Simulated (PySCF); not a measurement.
The calculation's input:

```
{"job": {"xc": "PBE0", "basis": "pcSseg-1", "kind": "nmr", "pop": true}, "charge": 0, "multiplicity": 1}
C     -2.771201    -0.012707     0.055587
C     -1.622422    -0.645356     0.297575
C     -0.319039     0.018550     0.615963
C      0.775222    -0.300849    -0.409184
Si     2.436443     0.516057    -0.046010
H     -2.838073     1.080106     0.087956
H     -3.687803    -0.559517    -0.180467
H     -1.599646    -1.742661     0.249498
H     -0.470835     1.109154     0.684206
H      0.016899    -0.309054     1.617114
H      0.937078    -1.391800    -0.469285
H      0.448727     0.011202    -1.416321
H      2.949391     0.084535     1.292741
H      3.446311     0.144236    -1.084809
H      2.294536     2.006092    -0.030741
```

Command:

```sh
OMP_NUM_THREADS=1 python ens_run.py task.json out
```

Geometry: PBE0-D3(BJ)/def2-SVP.

All numbers below come from PBE0/pcSseg-1, SCF density, gas phase, non-relativistic in PySCF 2.14.0.

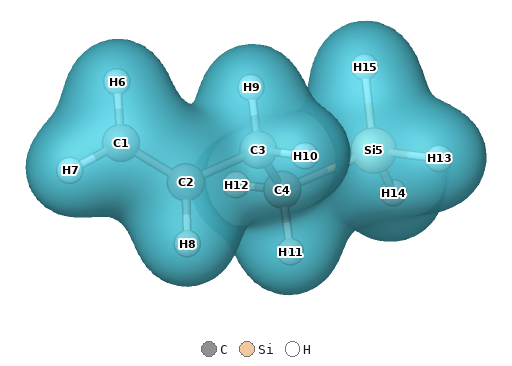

C₄H₁₀Si (SMILES C=CCC[SiH3]). Isosurface of the electron density at 0.1 e/Å³ (cyan), seen at a tilt.

Which contacts does the surface bridge?

At this value the surface is in one piece. It bridges the sampled C–C (1.33 Å), C–Si (1.89 Å), C–H (1.09 Å) and C–C (1.50 Å) contacts, where the density stays above the isovalue. On the grid the lowest density along these lines, outside the cores, is 2.3 e/Å³ (C–C, 1.33 Å), 0.8 e/Å³ (C–Si, 1.89 Å), 1.9 e/Å³ (C–H, 1.09 Å) and 1.7 e/Å³ (C–C, 1.50 Å).
